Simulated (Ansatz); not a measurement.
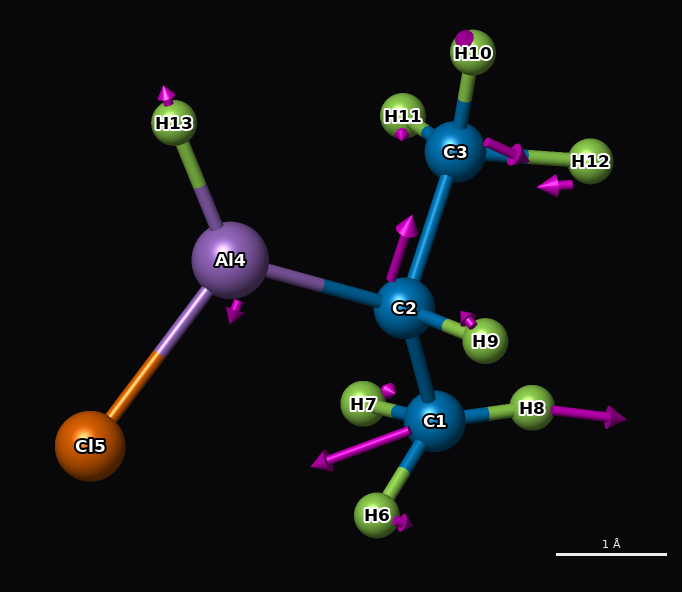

Arrows show the forces on the atoms, 0.1 Å of arrow for 1 eV/Å; forces under a tenth of the largest aren't drawn. Level of theory: ωB97M-V/def2-TZVPP (Ansatz 0.2.0).

### On which atom is the force largest, and how large is it?

On C1: 10.11 eV/Å.

### Along which bond is the force strongest?

C1–H8, now 0.950 Å: the forces push its atoms apart, so a first step downhill lengthens it.

List the force components in the frame of the picture (x right, y up, z towards the viewer), in eV/Å.

```tsv
atom	Fx	Fy	Fz
C1	−9.09	−3.34	−2.91
C2	1.96	5.91	4.00
C3	3.95	−1.81	−2.44
Al4	−0.81	−2.18	−0.18
Cl5	−0.01	0.17	0.06
H6	1.68	−0.48	−0.80
H7	0.99	−0.43	1.16
H8	6.87	−0.87	−2.05
H9	−1.16	1.42	−0.76
H10	−0.60	0.98	1.78
H11	−0.05	−0.89	0.79
H12	−3.23	−0.24	0.66
H13	−0.50	1.76	0.69
```
